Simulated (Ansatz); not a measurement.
**Abstraction of F: C4H7F + NO → C4H7 + NOF**

Species: C4H7F `FC1CCC1`, singlet; NO (nitric oxide), doublet; C4H7 (cyclobutyl radical) `[CH]1CCC1`, doublet; NOF (nitrosyl fluoride) `O=NF`, singlet. A radical takes F: the energy is the difference in strength between the C–F bond broken and the N–F bond made.

Shapes, held fixed at every level: PBE0-D4/def2-TZVP. Programs: Ansatz 0.2.0. The zero-point and thermal change to 298 K, harmonic and unscaled (PBE0-D4/def2-TZVP), is -11.5 kJ/mol.

```tsv
level	kind	ΔH(298 K) (kJ/mol)	less CCSD(T)/CBS estimate
HF/def2-TZVPP	Hartree–Fock	+293.3	+59.6
PBE-D4/def2-TZVPP	GGA	+176.8	-56.9
r2SCAN-D4/def2-TZVPP	meta-GGA	+190.0	-43.7
B3LYP-D4/def2-TZVPP	global hybrid	+214.2	-19.5
r2SCAN0-D4/def2-TZVPP	global hybrid	+223.2	-10.5
CCSD(T)/def2-SVP	coupled cluster or CI	+254.0	+20.3
CCSD/def2-SVP	coupled cluster or CI	+266.1	+32.4
CCSD(T)/CBS estimate	coupled cluster or CI	+233.7	0.0
```

The highest level, CCSD(T)/CBS estimate, gives ΔH(298 K) = +233.7 kJ/mol; the levels span +176.8 to +293.3. The column of differences is taken from that level and isn't an error. No measured value is set beside it here. Open shells run unrestricted. The CBS estimate extrapolates MP2 from def2-TZVPP and def2-QZVPP and adds CCSD(T) − MP2 in the triple-zeta set, cores frozen.

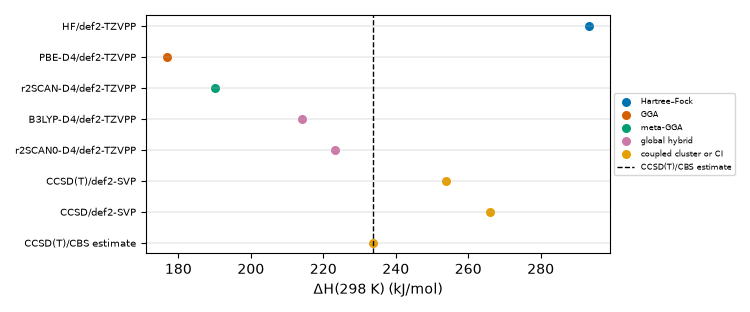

The values of the table, level by level.
